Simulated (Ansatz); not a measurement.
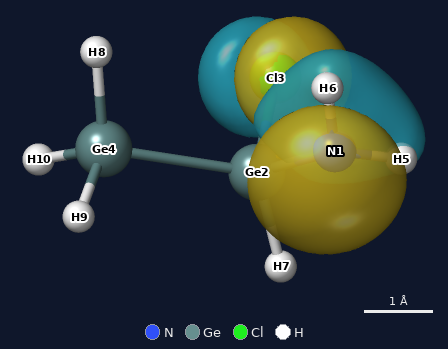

Figure 1: ClGe2H6N (SMILES [NH2][GeH]([Cl])[GeH3]). The HOMO at ±0.1 Å⁻³ᐟ² (yellow and cyan are the two phases), seen from one side.

Computed with Ansatz, RKS PBE-D4/def2-SVP.

```xyz
10

N    -0.4632    1.2006   -1.4046
Ge    0.7230    0.4304   -0.2237
Cl    2.1348   -0.9695   -1.2110
Ge   -0.5093   -0.9243    1.3769
H    -0.0138    1.7845   -2.1202
H    -1.0662    0.5210   -1.8827
H     1.5952    1.5801    0.3433
H    -1.3468   -1.9654    0.5910
H    -1.4583   -0.0450    2.2321
H     0.4877   -1.6636    2.3018
```

Question: What is the character of this orbital?

Answer: By Hirshfeld shares it lies mainly on N1 (about 65 %), Cl3 (about 20 %) and Ge2 (about 10 %). Its energy is −6.24 eV.
